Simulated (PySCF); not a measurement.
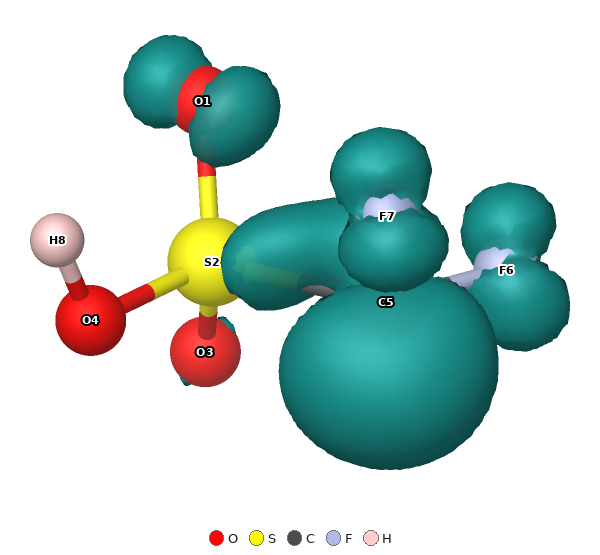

Figure. CHF2O3S (doublet). Isosurface of the spin density (α minus β) at +0.03 e/Å³ (teal), seen from one side.

Geometry: GFN2-xTB.

These are results of UKS B3LYP, pcH-1 on C F H O S, non-relativistic, mean-field spin-orbit, GIAO (PySCF 2.14.0, density-fitted response routines), not measurements.

```xyz
8

O    -1.1278   -0.5147   -1.0126
S    -0.6407   -0.0532    0.2487
O    -1.2475   -0.4495    1.4613
O    -0.5416    1.5272    0.1994
C     1.1390   -0.4806    0.2723
F     1.3086   -1.7882    0.3933
F     1.6720   -0.0816   -0.8820
H    -0.5530    1.8500   -0.7049
```

### Which atoms carry the spin?

The unpaired spin (1 electron) lies mostly on C5 (about 0.6), F6 (about 0.1) and F7 (about 0.1), in electrons by Hirshfeld's partition.
